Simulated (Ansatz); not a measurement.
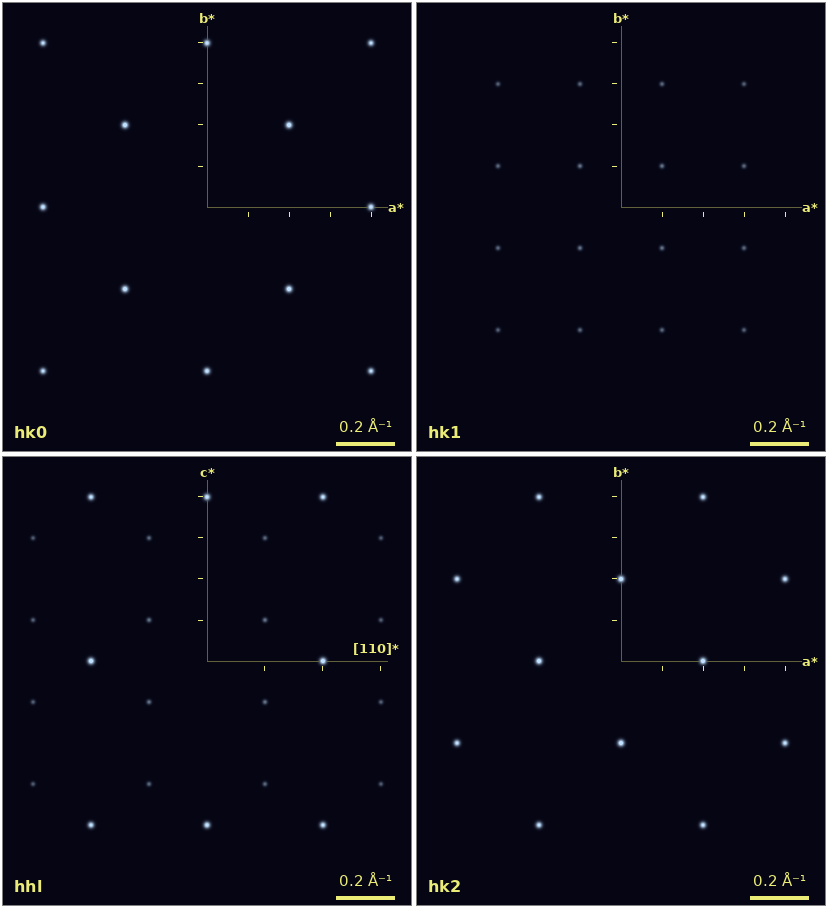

Simulated precession-type sections (X-rays; kinematic intensities, B = 0.5 Å²). The ticks mark integer indices of the conventional cell.

The compound is CdGa. Structure: the geometry relaxed with DFT PBE, scalar-relativistic, plane waves, PAW (Ansatz 0.2.0); the starting structure was generated, so it need not be a known form of this composition.

Q: What cell do the layers give?

A: a* = 0.142, b* = 0.142, c* = 0.142 Å⁻¹; the cell is cubic with a = 7.02 Å.

Q: List the systematic absences.

A: Reflections are present only under these conditions. hkl: h + k = 2n, h + l = 2n; hk0: h = 2n, h + k = 4n; hhl: h + l = 2n; h00: h = 4n. The lattice is face-centred (F). Further gaps, such as 2 2 2, 4 4 2, come from atoms on special positions, not from the group's general conditions.

Q: Which space groups fit?

A: The intensities have Laue symmetry m-3m (the hk0 layer shows 4mm, hk1 shows 4mm). With these conditions only Fd-3m (No. 227) fits.
